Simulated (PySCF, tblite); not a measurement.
# C3H10OSSi2: geometry, infrared bands and NMR shifts

Aim: predict the infrared bands and NMR shifts of C3H10OSSi2 (`C=CO[SiH2]SC[SiH3]`).

Computed with tblite 0.8.0 and PySCF 2.14.0, with density-fitted response routines of our own, on a single molecule in the gas phase. Atoms are numbered from 0 throughout.

## Step 1: The molecule as given

17 atoms, charge 0, multiplicity 1; geometry from: force field or distance geometry start.

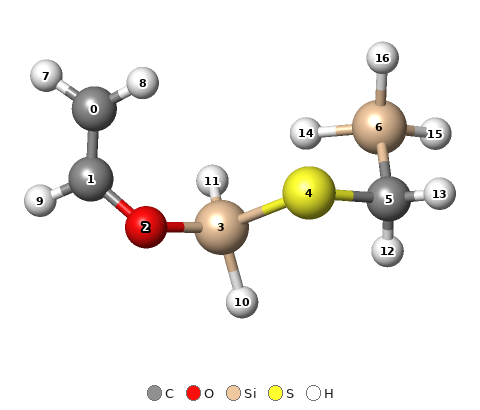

As it starts; carbon grey, oxygen red, silicon light orange, sulfur yellow, hydrogen white, atoms numbered; sticks join atoms by distance.

## Step 2: Relaxing the molecule with GFN2-xTB

The job: settings as JSON, then the geometry in Å.

```
{"job": {"kind": "relax", "xc": "GFN2-xTB", "basis": "xTB"}, "charge": 0, "multiplicity": 1}
C     -2.954500     1.224500     0.577700
C     -3.057000     0.022400     0.049900
O     -2.184800    -1.021300     0.283200
Si    -0.595700    -0.970700    -0.392900
S      0.726400    -0.830300     1.309800
C      2.390500    -0.885800     0.596900
Si     2.619800     0.703000    -0.351800
H     -3.717500     1.976700     0.323100
H     -2.145300     1.490600     1.257800
H     -3.904800    -0.167000    -0.608000
H     -0.229600    -2.267600    -1.024800
H     -0.432300     0.133100    -1.301200
H      2.427700    -1.700300    -0.148900
H      3.180900    -1.035700     1.362900
H      1.420100     0.876800    -1.180000
H      3.850600     0.684700    -1.123900
H      2.598500     1.778800     0.659200
```

On the command line:

```console
$ OMP_NUM_THREADS=1 python probes_run.py task.json out
```

This one command runs all jobs of the session in turn.

Standard output:

```text
step      E/eV     max force
  0    -607.01673    2.134
  1    -607.18927    1.364
  2    -607.28486    1.071
  3    -607.33284    0.792
  4    -607.38695    0.620
  5    -607.41839    0.518
  6    -607.43695    0.333
  7    -607.44876    0.284
  8    -607.45958    0.255
  9    -607.47160    0.280
 10    -607.48598    0.304
 11    -607.50002    0.367
 12    -607.51212    0.294
 13    -607.52165    0.228
 14    -607.52880    0.211
 15    -607.53530    0.195
 16    -607.54246    0.227
 17    -607.55070    0.256
 18    -607.56046    0.296
 19    -607.57079    0.260
 20    -607.58067    0.254
 21    -607.58990    0.229
 22    -607.59884    0.208
 23    -607.60601    0.181
 24    -607.61045    0.213
 25    -607.61402    0.192
 26    -607.61808    0.149
 27    -607.62331    0.189
 28    -607.62995    0.208
 29    -607.63718    0.195
 30    -607.64432    0.194
 31    -607.65078    0.226
 32    -607.65612    0.204
 33    -607.66050    0.165
 34    -607.66423    0.141
 35    -607.66785    0.177
 36    -607.67196    0.227
 37    -607.67587    0.265
 38    -607.68050    0.235
 39    -607.68445    0.171
 40    -607.68835    0.155
 41    -607.69095    0.150
 42    -607.69464    0.130
 43    -607.69720    0.111
 44    -607.69920    0.115
 45    -607.70095    0.099
 46    -607.70252    0.086
 47    -607.70359    0.085
 48    -607.70445    0.064
 49    -607.70529    0.053
 50    -607.70600    0.055
 51    -607.70695    0.061
 52    -607.70767    0.062
 53    -607.70820    0.052
 54    -607.70864    0.055
 55    -607.70907    0.039
 56    -607.70942    0.059
 57    -607.70976    0.057
 58    -607.71017    0.068
 59    -607.71073    0.073
 60    -607.71132    0.059
 61    -607.71179    0.037
 62    -607.71212    0.039
 63    -607.71241    0.041
 64    -607.71276    0.042
 65    -607.71311    0.041
 66    -607.71339    0.040
 67    -607.71362    0.034
 68    -607.71386    0.039
 69    -607.71420    0.040
 70    -607.71458    0.045
 71    -607.71484    0.030
 72    -607.71502    0.034
 73    -607.71526    0.037
 74    -607.71563    0.042
 75    -607.71605    0.054
 76    -607.71635    0.031
 77    -607.71652    0.034
 78    -607.71662    0.026
 79    -607.71673    0.032
 80    -607.71693    0.033
 81    -607.71715    0.036
 82    -607.71734    0.033
 83    -607.71749    0.035
 84    -607.71765    0.036
 85    -607.71783    0.026
 86    -607.71806    0.032
 87    -607.71829    0.032
 88    -607.71849    0.038
 89    -607.71867    0.043
 90    -607.71887    0.040
 91    -607.71913    0.041
 92    -607.71939    0.034
 93    -607.71957    0.037
 94    -607.71970    0.035
 95    -607.71980    0.028
 96    -607.71988    0.017
 97    -607.71994    0.017
 98    -607.71997    0.017
 99    -607.72000    0.017
100    -607.72004    0.017
101    -607.72008    0.018
102    -607.72011    0.011
103    -607.72013    0.011
104    -607.72015    0.013
105    -607.72018    0.016
106    -607.72023    0.015
107    -607.72028    0.018
108    -607.72033    0.016
109    -607.72036    0.019
110    -607.72038    0.015
111    -607.72041    0.011
112    -607.72045    0.015
113    -607.72049    0.014
114    -607.72053    0.013
115    -607.72056    0.013
116    -607.72060    0.016
117    -607.72066    0.017
118    -607.72072    0.018
119    -607.72077    0.017
120    -607.72082    0.015
121    -607.72085    0.015
122    -607.72089    0.017
123    -607.72094    0.022
124    -607.72102    0.024
125    -607.72110    0.020
126    -607.72118    0.017
127    -607.72124    0.014
128    -607.72127    0.017
129    -607.72131    0.011
130    -607.72133    0.010
131    -607.72135    0.009
```

Wall time 1.1 s (1 thread of Arm Neoverse V1, shared host); peak memory 0.18 GiB.

Relaxation path: (not every step is listed)

```csv
step,energy from step 0 (eV),largest force (eV/Å)
0,0.0000,2.1343
1,-0.1725,1.3637
2,-0.2681,1.0713
3,-0.3161,0.7921
4,-0.3702,0.6195
5,-0.4017,0.5185
6,-0.4202,0.3335
7,-0.4320,0.2845
8,-0.4428,0.2550
19,-0.5541,0.2604
30,-0.6276,0.1943
41,-0.6742,0.1497
52,-0.6909,0.0617
63,-0.6957,0.0406
74,-0.6989,0.0418
85,-0.7011,0.0263
96,-0.7031,0.0170
107,-0.7035,0.0179
118,-0.7040,0.0184
126,-0.7044,0.0171
127,-0.7045,0.0144
128,-0.7045,0.0165
129,-0.7046,0.0112
130,-0.7046,0.0103
131,-0.7046,0.0087
```

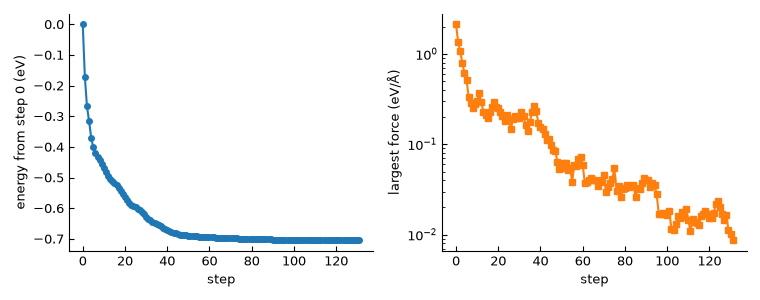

Energy and force, step by step.

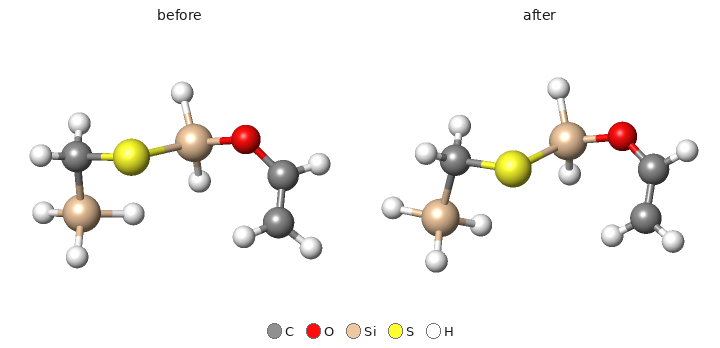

The geometry before (left) and after (right).

Close pairs (by a distance rule), those that changed most:

```csv
bond,before (Å),after (Å),change (Å)
O2–Si3,1.728,1.617,-0.110
C5–Si6,1.865,1.903,+0.038
Si3–H10,1.488,1.452,-0.036
C1–O2,1.380,1.346,-0.034
C0–H7,1.101,1.073,-0.028
Si3–S4,2.160,2.137,-0.024
C5–H13,1.111,1.088,-0.023
S4–C5,1.811,1.833,+0.022
```

The next job starts from the end point, and lists it.

## Step 3: Harmonic vibrations with GFN2-xTB

The job: settings as JSON, then the geometry in Å.

```
{"job": {"kind": "ir", "xc": "GFN2-xTB", "basis": "xTB"}, "charge": 0, "multiplicity": 1}
C     -2.904038     1.132591     0.532052
C     -3.151061    -0.127522     0.228913
O     -2.262138    -1.021440    -0.242762
Si    -0.685116    -0.963169    -0.596857
S      0.451718    -0.456871     1.139809
C      2.157364    -0.742875     0.531172
Si     2.890853     0.825871    -0.257857
H     -3.682209     1.771627     0.903786
H     -1.918418     1.551853     0.430962
H     -4.134315    -0.570199     0.335190
H     -0.454781    -2.349850    -0.961666
H     -0.387316    -0.001675    -1.654819
H      2.128781    -1.589902    -0.149651
H      2.724318    -1.039686     1.410975
H      2.096776     1.182966    -1.434633
H      4.264283     0.510411    -0.656030
H      2.858302     1.899900     0.730429
```

Standard output:

```text
mode    cm-1     km/mol
  1      19.2      0.31
  2      50.4      1.01
  3      59.6      2.17
  4      81.1      0.67
  5     108.8      0.41
  6     152.2      1.00
  7     163.1      5.19
  8     181.9      1.36
  9     246.3      8.56
 10     490.1     32.18
 11     500.0      0.69
 12     516.2     66.92
 13     529.5     57.61
 14     537.8     65.17
 15     618.3     16.28
 16     667.2      0.50
 17     678.5     22.27
 18     720.2     84.97
 19     729.3      9.08
 20     757.9    186.04
 21     768.4    508.14
 22     771.2     75.96
 23     786.0    192.62
 24     792.8    232.40
 25     794.9    261.63
 26     838.8     23.78
 27     987.7     24.37
 28     999.1     34.97
 29    1075.2     11.23
 30    1174.5      1.09
 31    1202.1    315.11
 32    1292.8     11.12
 33    1383.1     19.74
 34    1439.8      3.09
 35    1701.7    134.04
 36    2257.9    253.18
 37    2261.4    185.81
 38    2275.0    391.73
 39    2303.1    207.95
 40    2353.3    193.92
 41    2996.4     18.40
 42    3004.2      8.17
 43    3039.3     35.58
 44    3120.2     18.16
 45    3164.4     33.82
```

Run time: 0.76 s. Hardware: 1 thread of Arm Neoverse V1, shared host; peak memory 0.18 GiB.

The strongest bands and the atoms that carry them (share of the mass-weighted mode):

```csv
cm⁻¹,km/mol,atoms
768,508.1,"H15 39 %, H16 26 %"
793,232.4,"C5 21 %, H10 20 %, H11 15 %, Si3 13 %"
795,261.6,"H14 33 %, H15 31 %"
1202,315.1,"O2 44 %, C1 33 %, H8 11 %"
2258,253.2,"H14 41 %, H11 32 %, H15 22 %"
2275,391.7,"H11 54 %, H14 41 %"
2303,207.9,H16 96 %
2353,193.9,H10 95 %
```

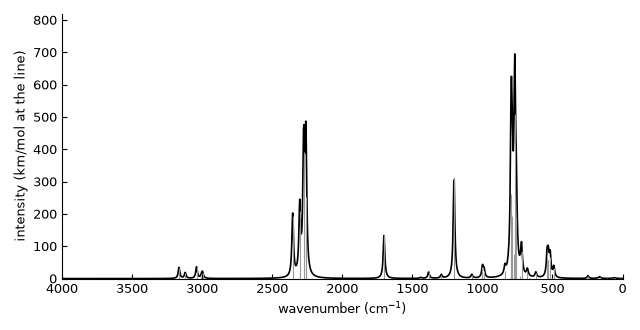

The infrared spectrum from these modes, unscaled. Lines are broadened to a width of 14 cm⁻¹ (Lorentzian).

## Step 4: Shielding tensors: PBE0/pcSseg-1

Settings changed since step 3:

```diff
@@ -1,2 +1,2 @@
-{"job": {"kind": "ir", "xc": "GFN2-xTB", "basis": "xTB"}, "charge": 0, "multiplicity": 1}
+{"job": {"kind": "nmr", "xc": "PBE0", "basis": "pcSseg-1"}, "charge": 0, "multiplicity": 1}
 C     -2.904038     1.132591     0.532052
```

Method: GIAO PBE0/pcSseg-1 NMR shielding, non-relativistic, gas phase.

Standard output:

```text
coarse grid: 15416 points
cycle   1  E = -1171.9449066474  dE =  6.647e-01  |g| = 6.351e-01  |ddm| = 3.717e+00
cycle   2  E = -1171.8817950728  dE =  6.311e-02  |g| = 8.748e-01  |ddm| = 1.200e+00
cycle   3  E = -1172.0219777913  dE = -1.402e-01  |g| = 1.117e-01  |ddm| = 7.458e-01
cycle   4  E = -1172.0239423525  dE = -1.965e-03  |g| = 5.000e-02  |ddm| = 1.215e-01
cycle   5  E = -1172.0245343334  dE = -5.920e-04  |g| = 1.360e-02  |ddm| = 5.024e-02
cycle   6  E = -1172.0245787607  dE = -4.443e-05  |g| = 3.625e-03  |ddm| = 1.392e-02
cycle   7  E = -1172.0245818078  dE = -3.047e-06  |g| = 5.314e-04  |ddm| = 3.939e-03
final grid: 134152 points
cycle   8  E = -1172.0773261675  dE = -2.263e-05  |g| = 1.011e-02  |ddm| = 2.416e-02
cycle   9  E = -1172.0773020944  dE =  2.407e-05  |g| = 1.487e-02  |ddm| = 1.714e-02
cycle  10  E = -1172.0773463482  dE = -4.425e-05  |g| = 1.718e-03  |ddm| = 1.117e-02
cycle  11  E = -1172.0773470180  dE = -6.698e-07  |g| = 2.890e-04  |ddm| = 1.672e-03
cycle  12  E = -1172.0773470358  dE = -1.782e-08  |g| = 1.210e-04  |ddm| = 3.454e-04
cycle  13  E = -1172.0773470396  dE = -3.774e-09  |g| = 2.174e-05  |ddm| = 1.139e-04
cycle  14  E = -1172.0773470397  dE = -1.219e-10  |g| = 4.449e-06  |ddm| = 3.080e-05
converged SCF energy = -1172.0773470397

GIAO shielding tensors (ppm)
atom      isotropic    diamagn.    paramagn.     s11        s22        s33       span
  0 C       88.206     260.066    -171.860    -12.715    114.556    162.779    175.494
  1 C       31.993     245.603    -213.610    -78.782     67.870    106.892    185.674
  2 O      224.293     396.048    -171.755    147.993    205.221    319.664    171.671
  3 Si     369.743     882.188    -512.445    338.122    358.443    412.663     74.541
  4 S      689.904    1062.297    -372.393    569.778    614.988    884.947    315.169
  5 C      183.585     256.387     -72.803    171.485    178.817    200.452     28.967
  6 Si     420.361     879.460    -459.099    391.261    408.448    461.374     70.114
  7 H       27.173      28.269      -1.096     25.574     26.285     29.659      4.085
  8 H       27.036      35.816      -8.781     23.761     27.012     30.334      6.572
  9 H       25.107      26.614      -1.507     21.448     26.708     27.166      5.719
 10 H       26.414      31.039      -4.624     22.162     25.327     31.754      9.591
 11 H       25.923      32.199      -6.276     21.884     25.707     30.179      8.295
 12 H       30.289      32.325      -2.036     24.207     29.384     37.276     13.069
 13 H       29.898      30.741      -0.842     23.090     28.133     38.473     15.383
 14 H       27.868      29.398      -1.530     23.853     27.621     32.131      8.278
 15 H       27.613      28.254      -0.641     23.779     25.020     34.040     10.260
 16 H       27.825      29.088      -1.263     24.489     26.163     32.821      8.332
```

Wall time 57 s (1 thread of Arm Neoverse V1, shared host); peak memory 0.84 GiB.

Shifts follow as δ = σ(reference) − σ, with reference shieldings (ppm) from runs at the same level and on the same kind of geometry: 1H TMS 31.72, 13C TMS 186.9, 29Si TMS 349.2, 17O H2O 336.1, 33S CS2 504. The references are single molecules in the gas phase, so shifts against H2O, NH3, PH3, H3PO4 or CFCl3 are not on the usual liquid scales and can be off by tens of ppm. Atoms listed in one row are averaged.

```csv
atoms,environment,σ (ppm),δ (ppm),δ scaled to CDCl3
C1,alkene carbon bearing oxygen,32.0,154.9,149.3
C0,β carbon of an enol-ether or enamine type C=C,88.2,98.7,94.4
C5,sp3 CH2 bonded to S and Si,183.6,3.3,-3.1
H9,hydrogen on an alkene carbon bearing oxygen,25.11,6.61,6.34
"H10, H11","hydrogen on a silicon bonded to O, S",26.17,5.55,–
H8,hydrogen on a β carbon of an enol-ether or enamine type C=C,27.04,4.68,4.52
H7,hydrogen on a β carbon of an enol-ether or enamine type C=C,27.17,4.54,4.39
"H14, H15, H16",hydrogen on a silicon bonded to C,27.77,3.95,–
"H12, H13",hydrogen on an sp3 CH2 bonded to S and Si,30.09,1.62,1.64
O2,"oxygen bonded to C, Si",224.3,111.8,–
Si3,"silicon bonded to O, S, 2 H",369.7,-20.6,–
Si6,"silicon bonded to C, 3 H",420.4,-71.2,–
S4,"sulfur bonded to C, Si",690,-186,–
```

The scaled column applies a straight-line fit of computed shieldings to shifts measured in CDCl3, with any fitted terms for Cl, Br or S neighbours (root-mean-square error 0.16 ppm for H, 1.9 ppm for C).

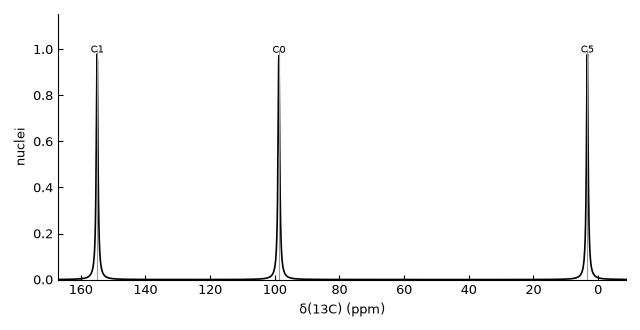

13C lines at the computed shifts, without couplings. Lines are broadened to a width of 0.61 ppm (Lorentzian).

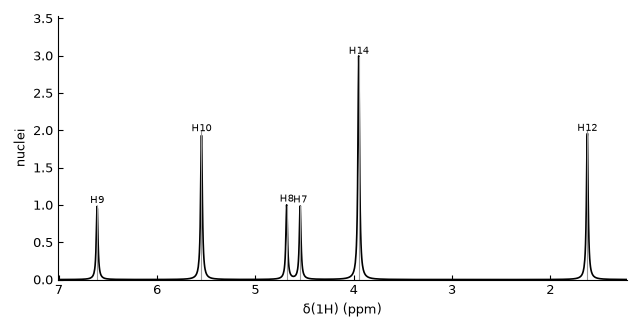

1H lines at the computed shifts, without couplings. Lines are broadened to a width of 0.02 ppm (Lorentzian).

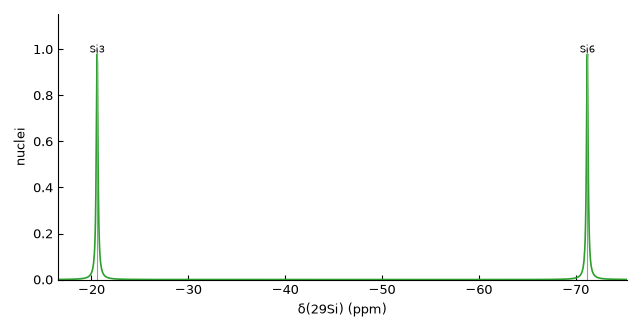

29Si lines at the computed shifts, without couplings. Lines are broadened to a width of 0.20 ppm (Lorentzian).

Charges from the same density, by scheme (e):

```csv
atoms,Mulliken,IAO,Hirshfeld,ESP fit
C0,-0.28,-0.40,-0.14,-0.52
C1,0.15,0.07,0.04,0.13
O2,-0.58,-0.58,-0.19,-0.32
Si3,0.77,0.93,0.37,0.49
S4,-0.28,-0.20,-0.09,-0.28
C5,-0.64,-0.62,-0.16,-0.29
Si6,0.53,0.61,0.31,0.47
```

ESP fit charges:

C0 -0.52; C1 0.13; O2 -0.32; Si3 0.49; S4 -0.28; C5 -0.29; Si6 0.47; H7 0.19; H8 0.19; H9 0.12; H10 -0.08; H11 -0.06; H12 0.11; H13 0.17; H14 -0.11; H15 -0.13; H16 -0.10

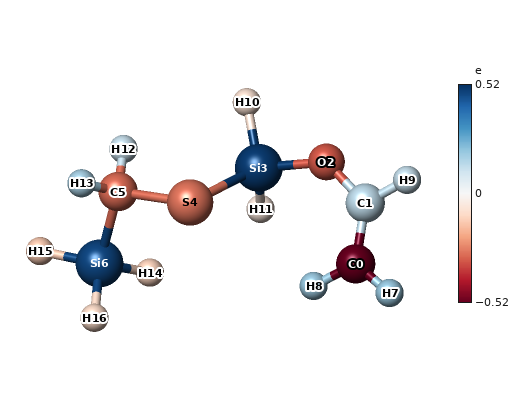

ESP fit charges, as colours on the atoms.

Mayer bond orders: C0–C1 1.94, C1–O2 0.96, O2–Si3 0.95, Si3–S4 0.94, S4–C5 0.97, C5–Si6 0.87.

Orbitals, density, ELF and potential are computed afterwards from the orbital file.

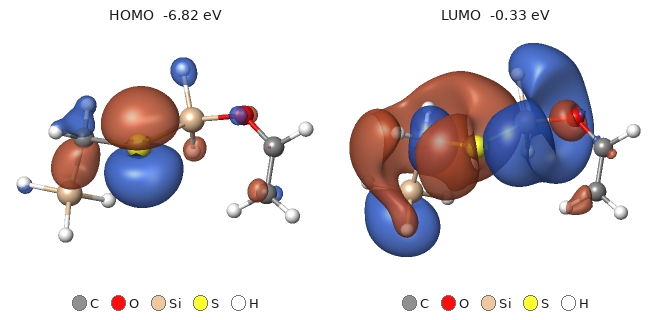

Frontier orbitals at PBE0/pcSseg-1; each surface holds 70 % of the orbital's density, blue and red mark the sign.

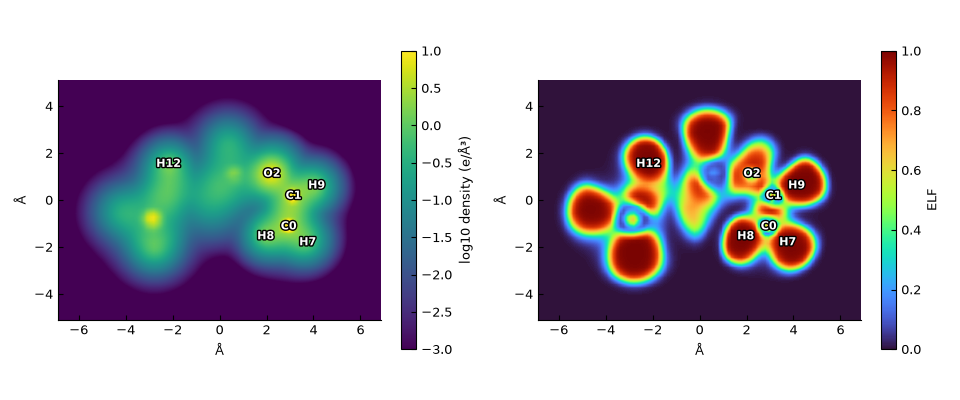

Density (left) and ELF (right) in a plane through or near 7 of the atoms.

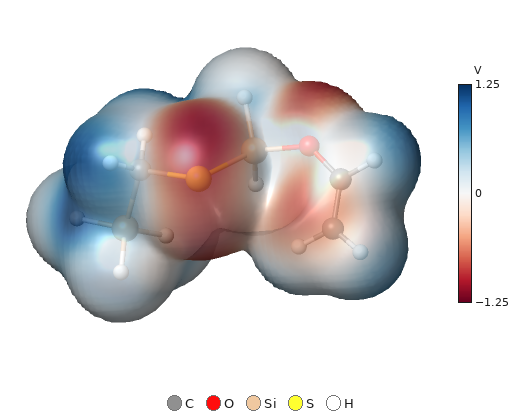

The potential that a unit positive charge feels on the 0.002 e/bohr³ surface, from -0.92 V near S4 to 1.25 V near H12.

## Step 5: Outcome

| quantity | value |
| --- | --- |
| strongest single infrared mode (GFN2-xTB) | 768 cm⁻¹, 508 km/mol |
| zero-point energy (GFN2-xTB) | 72.3 kcal/mol |
| 13C shifts against TMS (PBE0/pcSseg-1) | 154.9, 98.7, 3.3 ppm |
| 1H shifts against TMS (PBE0/pcSseg-1, means over atoms taken as alike) | 6.61, 5.55, 4.68, 4.54, 3.95, 1.62 ppm |
| 17O shifts against H2O (PBE0/pcSseg-1) | 111.8 ppm |
| 29Si shifts against TMS (PBE0/pcSseg-1) | -20.6, -71.2 ppm |
| 33S shifts against CS2 (PBE0/pcSseg-1) | -186 ppm |
| surface potential, least and greatest | -0.92 V and 1.25 V |

In words: Relaxing lowered the energy by 0.705 eV in 131 steps; the close pair that moved most is O2–Si3, from 1.728 to 1.617 Å. No mode is imaginary among the 45: a minimum at this level. Unscaled tight-binding wavenumbers are off by several per cent, some by more. Its intensities can rank the bands wrongly. C1 (alkene carbon bearing oxygen) lies farthest downfield among carbon, at 154.9 ppm; an sp2 carbon further deshielded by the attached heteroatom. H9 (hydrogen on an alkene carbon bearing oxygen) lies farthest downfield among hydrogen, at 6.61 ppm; attached to an sp2 carbon and in the plane of the double bond. At PBE0/pcSseg-1: The widest tensor belongs to S4: span 315 ppm, with a paramagnetic part of -372 ppm. At PBE0/pcSseg-1, counted by nearest atom on the grid, the HOMO lies on S4 69 %, the LUMO on S4 16 %; Si3 14 %.
